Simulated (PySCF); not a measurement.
## A study: C$_{2}$H$_{6}$O, SMILES `CCO`

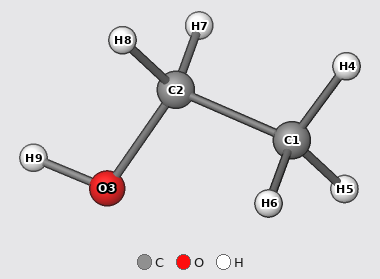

The molecule, with its atoms numbered as below. No frequency check shows the geometry to be a minimum.

Cartesian coordinates (Å):

```
C1       1.2271   -0.2196   -0.0002
C2      -0.0890    0.5421   -0.0001
O3      -1.1470   -0.3940   -0.0002
H4       2.0611    0.4764    0.0010
H5       1.2860   -0.8510   -0.8813
H6       1.2846   -0.8526    0.8817
H7      -0.1481    1.1856   -0.8900
H8      -0.1494    1.1840    0.8918
H9      -1.9870    0.0750   -0.0002
```

Part 1: Bonding charge

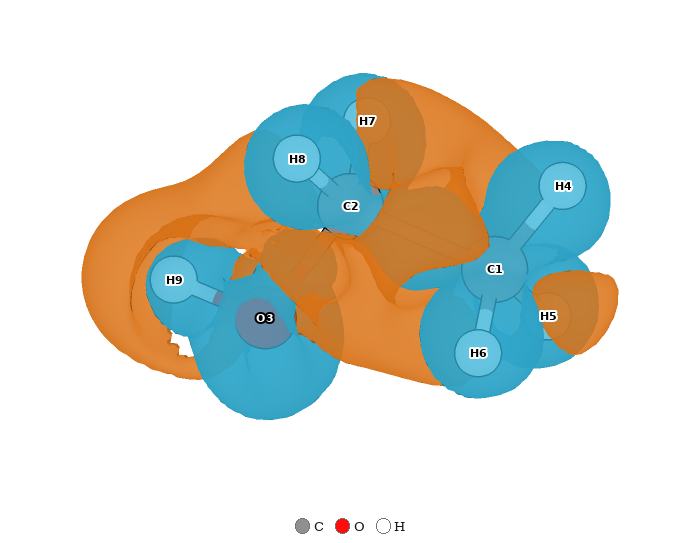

Deformation density (molecule less spherical, spin-averaged free atoms at the same positions), surfaces at ±0.05 e/Å³; light blue: gain, orange: loss.

Computed with PySCF, B3LYP/6-31G*, geometry: GFN2-xTB.

Describe the bonding that the map shows.

Answer. O3–H9: +0.72 e/Å³ at the bond critical point (bond length 0.96 Å, Mayer order 0.8). C2–H7 and C2–H8: +0.67 e/Å³ at the bond critical point (bond length 1.10 Å, Mayer order 0.9). C1–H5 and C1–H6: +0.63 e/Å³ at the bond critical point (bond length 1.09 Å, Mayer order 0.9). C1–H4: +0.62 e/Å³ at the bond critical point (bond length 1.09 Å, Mayer order 0.9). C1–C2: +0.47 e/Å³ at the bond critical point (bond length 1.52 Å, Mayer order 1.0). C2–O3: +0.09 e/Å³ at the bond critical point (bond length 1.41 Å, Mayer order 1.0); up to 0.6 Å beside the axis the gain reaches +0.29 e/Å³. In all, 1.8 electrons gather in the regions of gain relative to the promolecule. A small or negative value marks a very polar bond, one between electron-rich atoms, whose free-atom densities already overlap strongly, a long bond to a heavier atom, or a closed-shell contact such as a hydrogen bond.

Part 2: Local ionisation energy

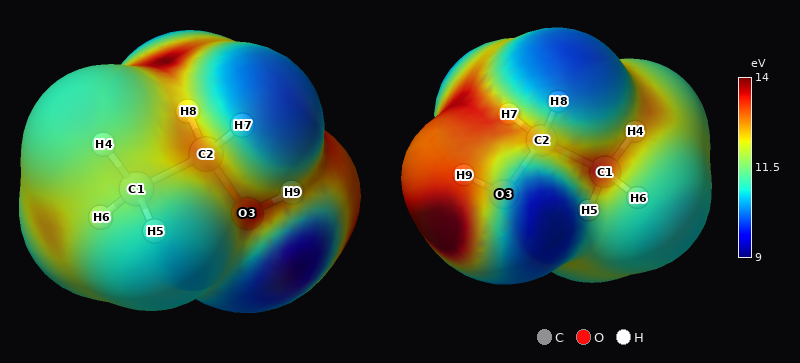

Average local ionisation energy on the surface of electron density 0.001 a.u. (back view left, front view right).

Where are the most loosely bound electrons on this surface?

Answer. The lowest value is 9.2 eV, 1.8 Å from O3, and at like points elsewhere. Further minima include 10.0 eV, 1.4 Å from H8, and at like points elsewhere; 10.7 eV, 1.3 Å from H6, and at like points elsewhere. For comparison, the highest occupied orbital lies at −7.1 eV.

What volume does the surface enclose, and what is the dipole moment?

Answer. About 74 Å³; the dipole moment is 1.5 D.

Part 3: In an electric field

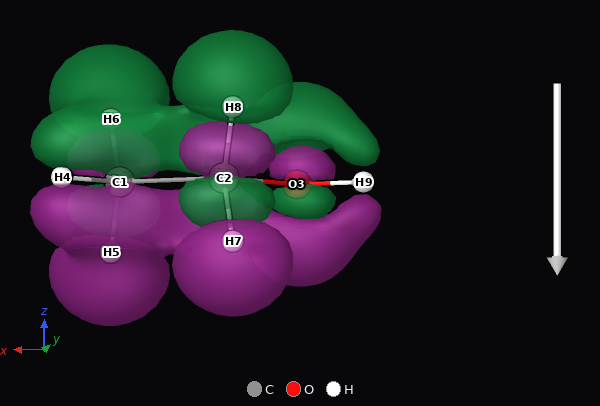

Change of the electron density in a uniform field of 0.26 V/Å along −z (arrow), surfaces at ±0.0015 e/Å³ (green: gain, purple: loss).

PySCF calculation, r2SCAN/def2-SVPD, gas phase; geometry: GFN2-xTB.

How large is the response?

Answer. The induced dipole is 0.39 D (along the field); α along this axis, from the fields in both directions, is 30 bohr³ (4.5 Å³).

Which atoms gain and lose the most charge?

Answer. Electrons gather most on H8 (Hirshfeld charge changes by −0.008 e) and leave H7 most (+0.008 e); 0.044 electrons are displaced in all.

Part 4: Removing or adding an electron

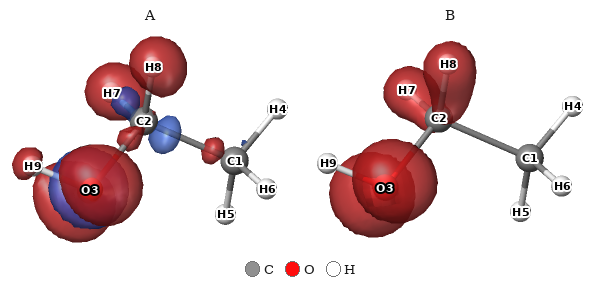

The Fukui function f⁻ from two separate SCF calculations and the density of the HOMO, at ±0.08 e/Å³ (red positive, blue negative).

Method: PBE0/6-311G**; geometry: GFN2-xTB; program: PySCF.

Which panel is which, and how good is the frozen-orbital picture?

Answer. A is f⁻ (it has negative regions), B the HOMO density. The HOMO lies on O3 (62 %), C2 (14 %) and H7 and H8 (8 % each); f⁻ (Hirshfeld-condensed) is largest on O3 (0.37); the vertical ionisation energy is 10.34 eV. Relaxation shifts 30 % of the electron between atoms. The orbital energy is −7.57 eV.

Part 5: Localised orbitals

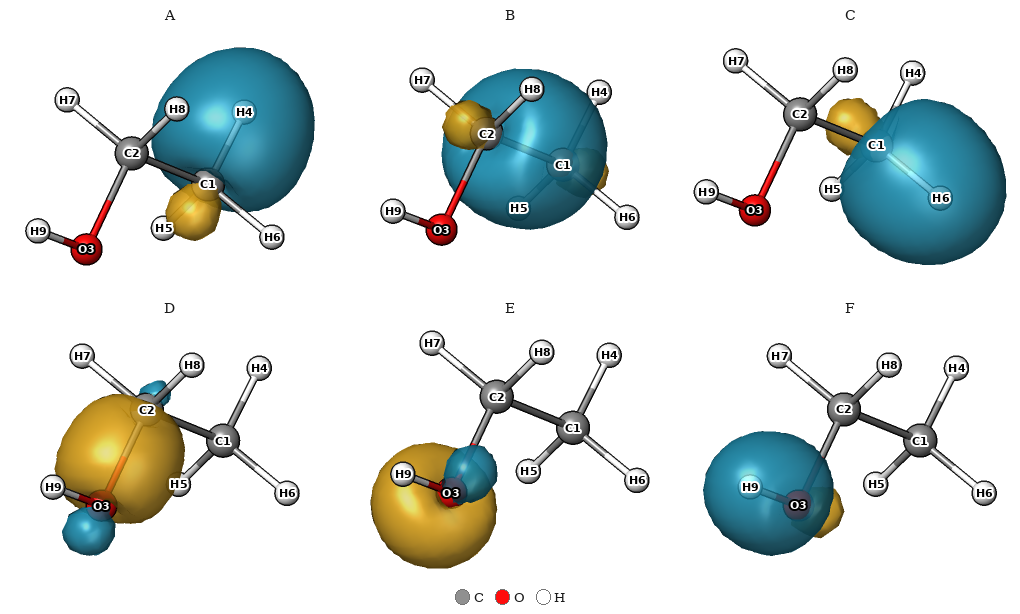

Foster–Boys orbitals, occupied; each surface holds about 80 % of the orbital's density. Energies are diagonal elements of the Fock matrix.

Computed with PySCF, PBE/def2-TZVP, geometry: GFN2-xTB.

Name the orbitals, with their atomic make-up and energies.

Answer. By panel:
- A: σ bond C1–H4 (C1 55 %, H4 44 %; −11.5 eV)
- B: σ bond C2–C1 (C2 50 %, C1 50 %; −12.4 eV)
- C: σ bond C1–H6 (C1 56 %, H6 43 %; −11.4 eV)
- D: σ bond O3–C2 (O3 63 %, C2 36 %; −16.7 eV)
- E: lone pair on O3 (sp2.4-type) (O3 98 %; −10.4 eV)
- F: σ bond O3–H9 (O3 67 %, H9 33 %; −16.9 eV)

How do all the valence pairs divide up?

Answer. 10 pairs: 8 σ bonds and 2 lone pairs.
